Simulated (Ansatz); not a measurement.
# Grüneisen parameters and expansion of Mo (Im-3m), part 2 of 3

Wanted: mode Grüneisen parameters of Mo and a free-energy fit over volumes.

Ansatz 0.2.0; DFT PBEsol, scalar-relativistic, plane waves, PAW; PAW set soft_1.

So far. Step 2 (A first coarse run): The start is under -3.8 GPa at this level and looks like a metal on this mesh. Step 4 (Relaxing to small residual forces and stress): The residual pressure is 6.3e-4 GPa, small enough for phonons.

## 5. Lattice dynamics at this volume, V/V0 1

The same q-mesh and k-mesh are kept at every volume, so that much of their error can cancel in the differences.

The input, input.yaml:

```yaml
crystal:
  lattice:
    - [-1.5650514301, 1.5650514301, 1.5650514301]
    - [1.5650514301, -1.5650514301, 1.5650514301]
    - [1.5650514301, 1.5650514301, -1.5650514301]
  atoms:
    - { symbol: Mo, position: [0.0, 0.0, 0.0] }
kpoints:
  mp_grid: { grid: [20, 20, 20] }
hamiltonian:
  xc: pbesol
  pseudopotentials: { kind: paw, azcp: { folder: soft_1 }, xc_functional: pbe }
scf:
  occupations: { method: methfessel_paxton, width: 0.2 }
  lower_state_search: "off"
output:
  eigenvalues: true
phonons:
  method: dfpt
  qmesh: [4, 4, 4]
  temperatures: { t_max: 1000, t_step: 50 }
  qpath:
    path:
      - [[0.0, 0.0, 0.0], [0.5, -0.5, 0.5], [0.0, 0.0, 0.5], [0.0, 0.0, 0.0], [0.25, 0.25, 0.25], [0.5, -0.5, 0.5]]
      - [[0.25, 0.25, 0.25], [0.0, 0.0, 0.5]]
    npoints: 10
```

The run is started by

```sh
ansatz run input.yaml --threads 8 --pin off --max-ram 16384MiB --backend cpu --events-out ev --progress --plain --runs-dir out
```

Numbers of over 12 decimals in the logs are rounded to 6 here.

What it wrote:

```text
[...]
Crystal: 1 atoms, lattice volume = 15.334 Å³
Basis set: ecut = 420 eV, 321 PW (Γ), exchange–correlation on 40×40×40 points (8 copies of the dense FFT grid, shifted against one another)
Bands: 11, of which v1, the nominal top of the filled ones, is band 7 counted from 1 (6 counted from 0)
Symmetry: 48 space group operations
k-points: 256 of 8000
[...]
SCF iter   1: F=—  HF=-4898.211385 eV  |F-HF|=—  |Δ(HF+E_count)|=         —  Δρ=1.11e-1  dr2=1.87e0  ethr=3.10e-3  ⟨swp⟩=4.9  Hψ=15057  notcnv=0
[...]
SCF iter   8: F=-4897.504207 eV  HF=-4897.504207 eV  |F-HF|=3.64e-12  |Δ(HF+E_count)|=  4.33e-10  S|Δr|=    0.00e0  Δρ=2.59e-7  dr2=3.60e-12  ethr=1.00e-12  ⟨swp⟩=4.1  Hψ=12700  notcnv=0
the search or the solves at the SCF's close seem to have found levels that the self-consistency loop had missed (the run counts 1). By its estimate they hold under 1e-12 electrons; where the run keeps them, the occupations were computed again with them
SCF 1 converged in 8 iterations: F = -4897.504207 eV  dr2 = 3.60e-12
[...]
NSCF: frozen V_eff on 256 k-points
[...]
DFPT response loops at q = (0, 0, 0) (fractional): preconditioner auto → Kerker (q_TF=auto, 2.687 Å⁻¹) (partly filled bands, converged f_vac=0.000); β = 1.00, the filter's whole step (`scf.mixing.beta` (0.50) is not read by the response loops under this deck's `scf.mixing.preconditioner`; to damp them name `kerker` or `kerker_dos`, under which they read `scf.mixing.beta`, and type it under 1.00, their step now; both keys bind the ground state too); Broyden in place of MSR1
[...]
SCF converged after 8 iterations
[...]
Free energy (F): -4897.504207 eV
[...]
Internal energy: -4897.504198 eV  (E = F + TS)
E sigma→0 (E₀):  -4897.504205 eV
Entropy (-TS):   -0.000009 eV (-0.009 meV/atom)
Fermi energy:    21.438381 eV
[...]
--- Band table (eV; the first three rows and the last of 256) ---
  k-point 0: bands = [... 3 lower, -13.0176, 14.0838, 20.0133, 20.0133, 20.0133, 23.0963, 23.0963, 36.1133]
  k-point 1: bands = [... 3 lower, -13.0179, 14.1977, 19.9482, 20.0033, 20.1205, 22.9972, 23.0978, 36.2005]
  k-point 2: bands = [... 3 lower, -13.0188, 14.5259, 19.7647, 19.9606, 20.4386, 22.7660, 23.1059, 36.4226]
  k-point 255: bands = [... 3 lower, -14.0463, 15.8047, 15.8047, 25.5322, 25.5322, 25.5322, 30.5842, 30.5842]
--- Phonons (Γ-DFPT): 1 representative perturbation + reference (Σ response iterations 3) ---
  ASR residual: 5.886e-5 → 0.000e0 eV/Å²; symmetrization residual: 6.063e-13 eV/Å²
  ASR residual per site (eV/Å²): 5.89e-5
  Γ frequencies (cm⁻¹): 0.00 0.00 0.00
--- Phonons (arbitrary-q DFPT): 8 irreducible q on the 4×4×4 mesh ---
  q = [0.0000, 0.0000, 0.0000] (star 1, of the zone-centre solve; hermiticity 1.85e-9, symmetrization 1.03e-8): 0.00 0.00 0.00
  q = [0.0000, 0.0000, 0.2500] (star 12, 2 solved perturbations in 6410 linear systems a pass and spin channel, the states on 4200 of 8000 k-point pairs; hermiticity 5.29e-14, symmetrization 6.66e-14): 117.72 134.83 200.02
[...]
q = [0.2500, 0.2500, 0.2500] (star 2, 1 solved perturbation on 1116 of 8000 k-point pairs; hermiticity 5.06e-14, symmetrization 1.62e-13): 216.63 216.63 216.63
[...]
sum rule: each row above includes the acoustic sum rule's correction from the zone centre's row sums; it moved no ω² by more than (0.41 cm⁻¹)²
  mesh force constants: q→R imaginary residual 0.00e0; ASR residual 5.886e-5 → 0.000e0 eV/Å²; symmetrization residual 1.243e-14 eV/Å²
  interpolated dispersion: 62 rows × 3 modes
  density of states and harmonic sums: on the 28×28×28 q-mesh, interpolated from the force constants of a 4×4×4 supercell (no non-analytic term)
  largest difference from the sums on the solved wave vectors: F 1.04e-2 eV, S 1.44e-5 and C_V 4.03e-6 eV/K
  zero-point energy: 0.036143 eV/cell   skipped modes (ω ≤ 0): 3   left out of the sums: 4.56e-5 of the cell's modes: C_V's classical limit lies that fraction below 3 k_B per atom; for a crystal, a wire or a layer, F and S can be off by more, and a phonons.interpolated_qmesh denser along its periods is the remedy for the sampling
```

The job ended after 65 s (8 threads of Arm Neoverse V2, shared host; peak memory 3.2 GiB).

Numbers from this step:

- Γ frequencies: 0, 0, 0 cm⁻¹ (negative: imaginary)
- lowest frequency on the path: 0 cm⁻¹
- zero-point energy: 0.03614 eV/cell
- highest frequency: 269.2 cm⁻¹
- Debye temperature from the second moment: 369 K

No LO-TO term. The phonon branches at the labelled points (cm⁻¹):

| point | branch 1 | branch 2 | branch 3 |
| --- | --- | --- | --- |
| Γ | 0 | 0 | 0 |
| H | 176 | 176 | 176 |
| N | 164 | 199 | 269 |
| Γ | 0 | 0 | 0 |
| P | 217 | 217 | 217 |
| H | 176 | 176 | 176 |
| jump to P | 217 | 217 | 217 |
| N | 164 | 199 | 269 |

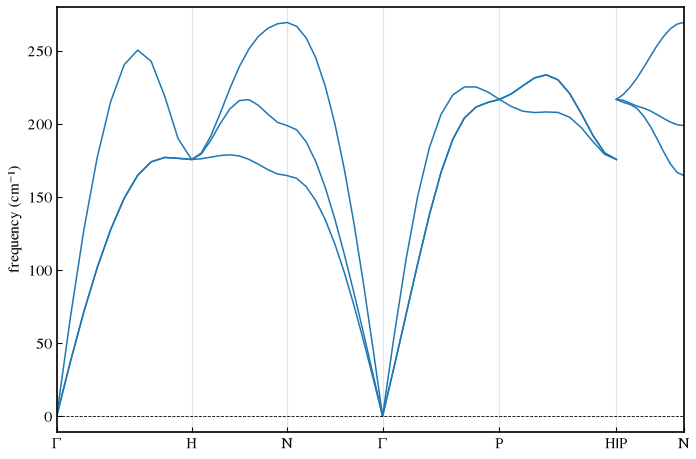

Phonon branches along the path.

Tetrahedra on 28 28 28, mean over bins of 5 cm⁻¹. The phonon density of states by wavenumber; read off at these points:

| wavenumber (cm⁻¹) | phonon density of states (1/cm⁻¹/cell) |
| --- | --- |
| 2 | 0 |
| 18 | 5.0e-5 |
| 32 | 2.5e-4 |
| 48 | 5.6e-4 |
| 62 | 0.00101 |
| 82 | 0.0019 |
| 98 | 0.00283 |
| 112 | 0.00414 |
| 128 | 0.006 |
| 142 | 0.00884 |
| 158 | 0.0141 |
| 172 | 0.0249 |
| 178 | 0.0337 |
| 188 | 0.027 |
| 202 | 0.0340 |
| 208 | 0.0332 |
| 222 | 0.0136 |
| 238 | 0.0195 |
| 248 | 0.0319 |
| 252 | 0.0241 |
| 268 | 0.00308 |

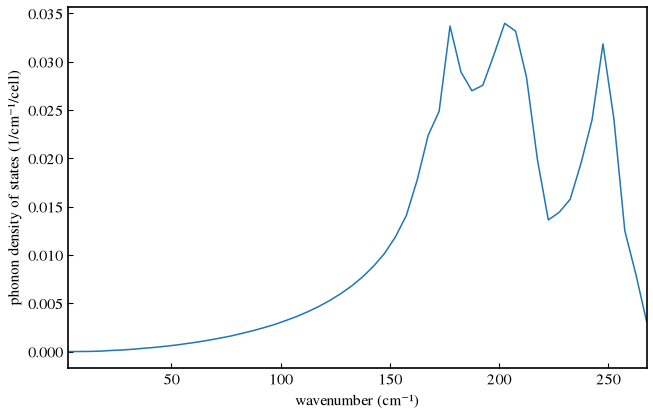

Phonon density of states, plotted against wavenumber.

Harmonic. Thermo, by row:

| T (K) | F_vib (meV/atom) | S (J/mol-atom/K) | C_V (J/mol-atom/K) |
| --- | --- | --- | --- |
| 0 | 36.14 | 0 | 0 |
| 50 | 36.01 | 1.155 | 3.744 |
| 100 | 34.03 | 6.971 | 13.58 |
| 150 | 28.68 | 13.58 | 18.72 |
| 200 | 20.11 | 19.34 | 21.14 |
| 250 | 8.79 | 24.21 | 22.41 |
| 300 | -4.86 | 28.36 | 23.15 |
| 350 | -20.52 | 31.97 | 23.61 |
| 400 | -37.92 | 35.14 | 23.91 |
| 450 | -56.88 | 37.97 | 24.12 |
| 500 | -77.23 | 40.52 | 24.27 |
| 550 | -98.84 | 42.84 | 24.39 |
| 600 | -121.6 | 44.97 | 24.48 |
| 650 | -145.4 | 46.93 | 24.54 |
| 700 | -170.2 | 48.75 | 24.6 |
| 750 | -195.9 | 50.45 | 24.64 |
| 800 | -222.5 | 52.04 | 24.68 |
| 850 | -249.8 | 53.54 | 24.71 |
| 900 | -277.9 | 54.95 | 24.73 |
| 950 | -306.8 | 56.29 | 24.75 |
| 1000 | -336.3 | 57.56 | 24.77 |

The modes has structure finer than the step of the table below, so its rows give means over 20 cm⁻¹, whole bins alone (the curve runs from -10 to 287 cm⁻¹). Peaks (cm⁻¹: height): 178.5: 0.0315, 202.7: 0.0347, 249.4: 0.0323.

Phonopy on the run's constants, 21x21x21 mesh, Gaussian sigma 2.1 cm⁻¹. Table of modes by wavenumber; means over each step:

| wavenumber (cm⁻¹) | modes (1/cm⁻¹/cell) |
| --- | --- |
| 0 | 1.6e-5 |
| 20 | 1.2e-4 |
| 40 | 4.4e-4 |
| 60 | 9.0e-4 |
| 80 | 0.00182 |
| 100 | 0.00299 |
| 120 | 0.00518 |
| 140 | 0.00828 |
| 160 | 0.0164 |
| 180 | 0.0289 |
| 200 | 0.0308 |
| 220 | 0.0195 |
| 240 | 0.0222 |
| 260 | 0.0124 |

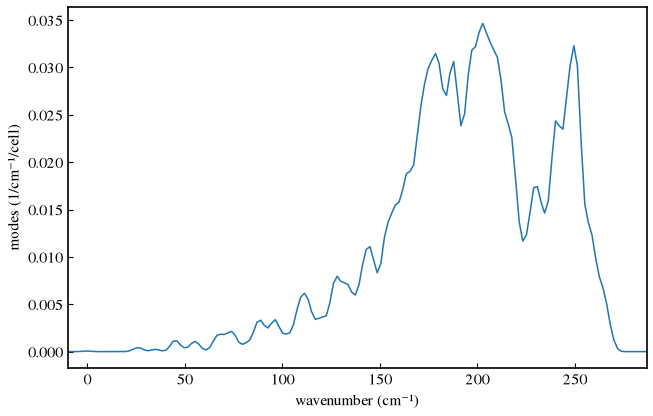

Modes against wavenumber.

No mode is imaginary beyond numerical noise at the solved wavevectors.

## 6. A cell at another volume, V/V0 1.015

Symmetry fixes every atom, so a single point at the scaled cell gives the energy and pressure of this member.

input.yaml, the sections that differ from step 5:

```yaml
crystal:
  lattice:
    - [-1.5728378838, 1.5728378838, 1.5728378838]
    - [1.5728378838, -1.5728378838, 1.5728378838]
    - [1.5728378838, 1.5728378838, -1.5728378838]
  atoms:
    - { symbol: Mo, position: [0.0, 0.0, 0.0] }
output:
  forces: true
  stress: true
  eigenvalues: true
# kpoints, hamiltonian, scf: as in step 5
# phonons: removed
```

What it wrote:

```text
[...]
Crystal: 1 atoms, lattice volume = 15.564 Å³
Basis set: ecut = 420 eV, 321 PW (Γ), exchange–correlation on 40×40×40 points (8 copies of the dense FFT grid, shifted against one another)
Bands: 11, of which v1, the nominal top of the filled ones, is band 7 counted from 1 (6 counted from 0)
Symmetry: 48 space group operations
[...]
k-points: 256 of 8000
[...]
SCF iter   1: F=—  HF=-4898.226622 eV  |F-HF|=—  |Δ(HF+E_count)|=         —  Δρ=1.11e-1  dr2=1.92e0  ethr=3.10e-3  ⟨swp⟩=4.9  Hψ=14968  notcnv=0
[...]
SCF iter   6: F=-4897.501258 eV  HF=-4897.501258 eV  |F-HF|=2.48e-8  |Δ(HF+E_count)|=   1.21e-7  S|Δr|=    0.00e0  Δρ=3.12e-5  dr2=4.16e-8  ethr=7.14e-10  ⟨swp⟩=5.0  Hψ=13275  notcnv=0
SCF 1 converged in 6 iterations: F = -4897.501258 eV  dr2 = 4.16e-8
[...]
SCF converged after 6 iterations
[...]
Free energy (F): -4897.501258 eV
[...]
Internal energy: -4897.501372 eV  (E = F + TS)
E sigma→0 (E₀):  -4897.501286 eV
Entropy (-TS):   0.000114 eV (0.114 meV/atom)
Fermi energy:    21.068112 eV
[...]
--- Stress (GPa, compression-positive) ---
       -4.059166       0.000000      -0.000000
       -0.000000      -4.059166       0.000000
        0.000000       0.000000      -4.059166
  P = ⅓ Tr σ = -4.0592 GPa (-40.592 kbar)
--- Band table (eV; the first three rows and the last of 256) ---
  k-point 0: bands = [... 3 lower, -13.4193, 13.7633, 19.6741, 19.6741, 19.6741, 22.7006, 22.7006, 35.7263]
  k-point 1: bands = [... 3 lower, -13.4196, 13.8754, 19.6105, 19.6644, 19.7791, 22.6045, 22.7022, 35.8111]
  k-point 2: bands = [... 3 lower, -13.4204, 14.1983, 19.4312, 19.6227, 20.0908, 22.3797, 22.7105, 36.0260]
  k-point 255: bands = [... 3 lower, -14.4032, 15.5527, 15.5527, 25.0773, 25.0773, 25.0773, 30.0987, 30.0987]
```

Wall time 1 s (8 threads); peak memory 0.31 GiB; 3 s of CPU time.

This step gave:

```yaml
pressure: -4.059 GPa
volume_per_atom: 15.56 Å³/atom
```

The run ends at a pressure of -4.06 GPa.

## 7. Lattice dynamics at this volume, V/V0 1.015

The same q-mesh and k-mesh are kept at every volume, so that much of their error can cancel in the differences.

input.yaml: that of step 6 with these lines changed.

```diff
@@ -16,4 +16,11 @@
 output:
-  forces: true
-  stress: true
   eigenvalues: true
+phonons:
+  method: dfpt
+  qmesh: [4, 4, 4]
+  temperatures: { t_max: 1000, t_step: 50 }
+  qpath:
+    path:
+      - [[0.0, 0.0, 0.0], [0.5, -0.5, 0.5], [0.0, 0.0, 0.5], [0.0, 0.0, 0.0], [0.25, 0.25, 0.25], [0.5, -0.5, 0.5]]
+      - [[0.25, 0.25, 0.25], [0.0, 0.0, 0.5]]
+    npoints: 10
```

What it wrote:

```text
[...]
Crystal: 1 atoms, lattice volume = 15.564 Å³
Basis set: ecut = 420 eV, 321 PW (Γ), exchange–correlation on 40×40×40 points (8 copies of the dense FFT grid, shifted against one another)
Bands: 11, of which v1, the nominal top of the filled ones, is band 7 counted from 1 (6 counted from 0)
Symmetry: 48 space group operations
k-points: 256 of 8000
[...]
k-point 255: bands = [... 3 lower, -14.4031, 15.5527, 15.5527, 25.0773, 25.0773, 25.0773, 30.0987, 30.0987]
[...]
ASR residual: 7.909e-5 → 0.000e0 eV/Å²; symmetrization residual: 2.652e-13 eV/Å²
  ASR residual per site (eV/Å²): 7.91e-5
  Γ frequencies (cm⁻¹): 0.00 0.00 0.00
--- Phonons (arbitrary-q DFPT): 8 irreducible q on the 4×4×4 mesh ---
[...]
interpolated dispersion: 62 rows × 3 modes
[...]
[key lines of the parts left out:]
SCF converged after 8 iterations
Free energy (F): -4897.501258 eV
Fermi energy:    21.068137 eV
```

Elapsed: 62 s, on 8 threads; peak memory 3.3 GiB.

No LO-TO term. Phonon branches along the path, in cm⁻¹:

| point | branch 1 | branch 2 | branch 3 |
| --- | --- | --- | --- |
| Γ | 0 | 0 | 0 |
| H | 169 | 169 | 169 |
| N | 159 | 196 | 260 |
| Γ | 0 | 0 | 0 |
| P | 211 | 211 | 211 |
| H | 169 | 169 | 169 |
| jump to P | 211 | 211 | 211 |
| N | 159 | 196 | 260 |

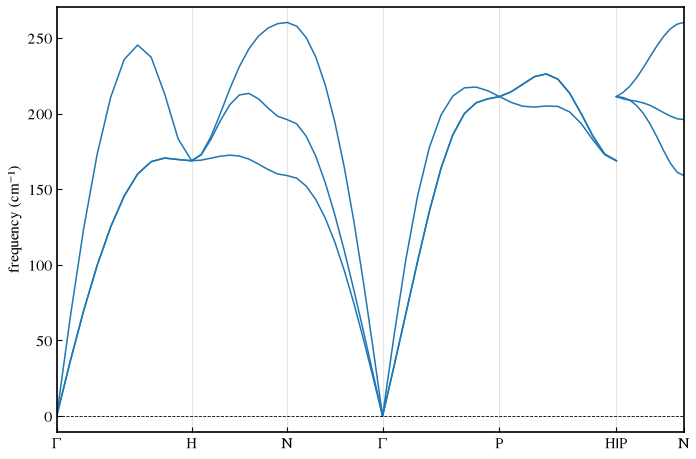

Phonon branches along the path.

No mode is imaginary beyond numerical noise at the solved wavevectors.

## 8. A cell at another volume, V/V0 0.985

Symmetry fixes every atom, so a single point at the scaled cell gives the energy and pressure of this member.

input.yaml, the sections that differ from step 7:

```yaml
crystal:
  lattice:
    - [-1.5571867173, 1.5571867173, 1.5571867173]
    - [1.5571867173, -1.5571867173, 1.5571867173]
    - [1.5571867173, 1.5571867173, -1.5571867173]
  atoms:
    - { symbol: Mo, position: [0.0, 0.0, 0.0] }
output:
  forces: true
  stress: true
  eigenvalues: true
# kpoints, hamiltonian, scf: as in step 7
# phonons: removed
```

What it wrote:

```text
[...]
Crystal: 1 atoms, lattice volume = 15.104 Å³
Basis set: ecut = 420 eV, 321 PW (Γ), exchange–correlation on 40×40×40 points (8 copies of the dense FFT grid, shifted against one another)
Bands: 11, of which v1, the nominal top of the filled ones, is band 7 counted from 1 (6 counted from 0)
Symmetry: 48 space group operations
[...]
k-points: 256 of 8000
[...]
--- Band table (eV; the first three rows and the last of 256) ---
  k-point 0: bands = [... 3 lower, -12.6042, 14.4155, 20.3619, 20.3619, 20.3619, 23.5029, 23.5029, 36.5100]
  k-point 1: bands = [... 3 lower, -12.6045, 14.5314, 20.2952, 20.3516, 20.4714, 23.4007, 23.5043, 36.5997]
  k-point 2: bands = [... 3 lower, -12.6056, 14.8650, 20.1073, 20.3078, 20.7960, 23.1629, 23.5122, 36.8292]
  k-point 255: bands = [... 3 lower, -13.6802, 16.0633, 16.0633, 26.0004, 26.0004, 26.0004, 31.0843, 31.0843]
[key lines of the parts left out:]
SCF converged after 6 iterations
Free energy (F): -4897.501102 eV
Fermi energy:    21.819801 eV
P = ⅓ Tr σ = 4.3811 GPa (43.811 kbar)
```

The job ended after 0.51 s (8 threads; peak memory 0.3 GiB).

The run ends at a pressure of 4.38 GPa.

## 9. Lattice dynamics at this volume, V/V0 0.985

The same q-mesh and k-mesh are kept at every volume, so that much of their error can cancel in the differences.

input.yaml: that of step 8 with these lines changed.

```diff
@@ -16,4 +16,11 @@
 output:
-  forces: true
-  stress: true
   eigenvalues: true
+phonons:
+  method: dfpt
+  qmesh: [4, 4, 4]
+  temperatures: { t_max: 1000, t_step: 50 }
+  qpath:
+    path:
+      - [[0.0, 0.0, 0.0], [0.5, -0.5, 0.5], [0.0, 0.0, 0.5], [0.0, 0.0, 0.0], [0.25, 0.25, 0.25], [0.5, -0.5, 0.5]]
+      - [[0.25, 0.25, 0.25], [0.0, 0.0, 0.5]]
+    npoints: 10
```

What it wrote:

```text
[...]
Crystal: 1 atoms, lattice volume = 15.104 Å³
Basis set: ecut = 420 eV, 321 PW (Γ), exchange–correlation on 40×40×40 points (8 copies of the dense FFT grid, shifted against one another)
Bands: 11, of which v1, the nominal top of the filled ones, is band 7 counted from 1 (6 counted from 0)
Symmetry: 48 space group operations
k-points: 256 of 8000
[...]
k-point 255: bands = [... 3 lower, -13.6801, 16.0633, 16.0633, 26.0005, 26.0005, 26.0005, 31.0844, 31.0844]
[...]
ASR residual: 5.875e-5 → 0.000e0 eV/Å²; symmetrization residual: 1.592e-12 eV/Å²
  ASR residual per site (eV/Å²): 5.87e-5
  Γ frequencies (cm⁻¹): 0.00 0.00 0.00
--- Phonons (arbitrary-q DFPT): 8 irreducible q on the 4×4×4 mesh ---
[...]
interpolated dispersion: 62 rows × 3 modes
[...]
[key lines of the parts left out:]
SCF converged after 8 iterations
Free energy (F): -4897.501102 eV
Fermi energy:    21.819822 eV
```

Elapsed: 61 s, on 8 threads; peak memory 3.2 GiB; 6.7 min of CPU time.

No mode is imaginary beyond numerical noise at the solved wavevectors.

## 10. A cell at another volume, V/V0 1.03

Symmetry fixes every atom, so a single point at the scaled cell gives the energy and pressure of this member.

input.yaml, the sections that differ from step 9:

```yaml
crystal:
  lattice:
    - [-1.5805479966, 1.5805479966, 1.5805479966]
    - [1.5805479966, -1.5805479966, 1.5805479966]
    - [1.5805479966, 1.5805479966, -1.5805479966]
  atoms:
    - { symbol: Mo, position: [0.0, 0.0, 0.0] }
output:
  forces: true
  stress: true
  eigenvalues: true
# kpoints, hamiltonian, scf: as in step 9
# phonons: removed
```

What it wrote:

```text
[...]
Crystal: 1 atoms, lattice volume = 15.794 Å³
Basis set: ecut = 420 eV, 321 PW (Γ), exchange–correlation on 40×40×40 points (8 copies of the dense FFT grid, shifted against one another)
Bands: 11, of which v1, the nominal top of the filled ones, is band 7 counted from 1 (6 counted from 0)
Symmetry: 48 space group operations
[...]
k-points: 256 of 8000
[...]
--- Band table (eV; the first three rows and the last of 256) ---
  k-point 0: bands = [... 3 lower, -13.8096, 13.4536, 19.3439, 19.3439, 19.3439, 22.3156, 22.3156, 35.3486]
  k-point 1: bands = [... 3 lower, -13.8099, 13.5638, 19.2818, 19.3345, 19.4469, 22.2223, 22.3173, 35.4311]
  k-point 2: bands = [... 3 lower, -13.8106, 13.8817, 19.1066, 19.2939, 19.7524, 22.0035, 22.3256, 35.6391]
  k-point 255: bands = [... 3 lower, -14.7510, 15.3070, 15.3070, 24.6352, 24.6352, 24.6352, 29.6272, 29.6272]
[key lines of the parts left out:]
SCF converged after 6 iterations
Free energy (F): -4897.492701 eV
Fermi energy:    20.708496 eV
P = ⅓ Tr σ = -7.8167 GPa (-78.167 kbar)
```

Wall time 0.49 s (8 threads); peak memory 0.3 GiB.

The run ends at a pressure of -7.82 GPa.

## 11. Phonons, V/V0 1.03

Phonons at this volume give one point of F(V, T); meshes stay fixed along the series.

input.yaml: that of step 10 with these lines changed.

```diff
@@ -16,4 +16,11 @@
 output:
-  forces: true
-  stress: true
   eigenvalues: true
+phonons:
+  method: dfpt
+  qmesh: [4, 4, 4]
+  temperatures: { t_max: 1000, t_step: 50 }
+  qpath:
+    path:
+      - [[0.0, 0.0, 0.0], [0.5, -0.5, 0.5], [0.0, 0.0, 0.5], [0.0, 0.0, 0.0], [0.25, 0.25, 0.25], [0.5, -0.5, 0.5]]
+      - [[0.25, 0.25, 0.25], [0.0, 0.0, 0.5]]
+    npoints: 10
```

What it wrote:

```text
[...]
Crystal: 1 atoms, lattice volume = 15.794 Å³
Basis set: ecut = 420 eV, 321 PW (Γ), exchange–correlation on 40×40×40 points (8 copies of the dense FFT grid, shifted against one another)
Bands: 11, of which v1, the nominal top of the filled ones, is band 7 counted from 1 (6 counted from 0)
Symmetry: 48 space group operations
k-points: 256 of 8000
[...]
k-point 255: bands = [... 3 lower, -14.7509, 15.3070, 15.3070, 24.6353, 24.6353, 24.6353, 29.6272, 29.6272]
[...]
ASR residual: 8.147e-5 → 0.000e0 eV/Å²; symmetrization residual: 1.288e-12 eV/Å²
  ASR residual per site (eV/Å²): 8.15e-5
  Γ frequencies (cm⁻¹): 0.00 0.00 0.00
--- Phonons (arbitrary-q DFPT): 8 irreducible q on the 4×4×4 mesh ---
[...]
interpolated dispersion: 62 rows × 3 modes
[...]
[key lines of the parts left out:]
SCF converged after 8 iterations
Free energy (F): -4897.492701 eV
Fermi energy:    20.708524 eV
```

The job ended after 62 s (8 threads; peak memory 3.3 GiB).

No LO-TO term. Phonon branches along the path, in cm⁻¹:

| point | branch 1 | branch 2 | branch 3 |
| --- | --- | --- | --- |
| Γ | 0 | 0 | 0 |
| H | 162 | 162 | 162 |
| N | 154 | 193 | 251 |
| Γ | 0 | 0 | 0 |
| P | 206 | 206 | 206 |
| H | 162 | 162 | 162 |
| jump to P | 206 | 206 | 206 |
| N | 154 | 193 | 251 |

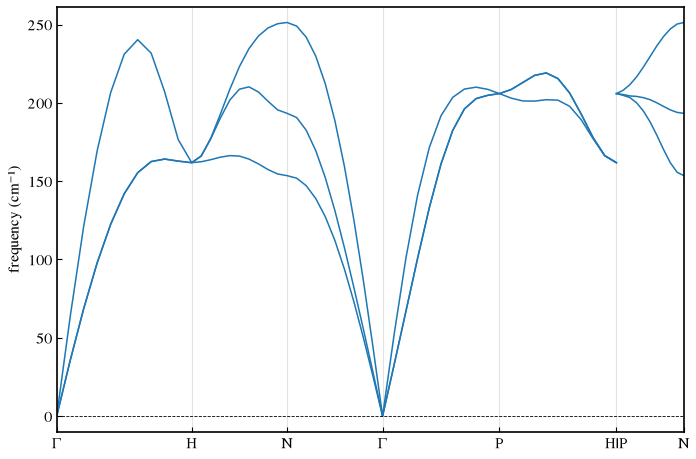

Phonon branches along the path.

No mode is imaginary beyond numerical noise at the solved wavevectors.

(Part 2 of 3 ends here.)

[Logs are printed without paths, hosts, clocks, repeated set-up lines and the standing remarks that a program may print on its own settings, such as how far it seeks lower states.]

[Hosts, paths, dates, database ids (printed as entryN), source tags and the programs' standing remarks are cut or masked in the printed files.]

[A step with changed settings may run another functional than the one named; its input shows which.]

[Of the runs on displaced cells, only some may be shown.]
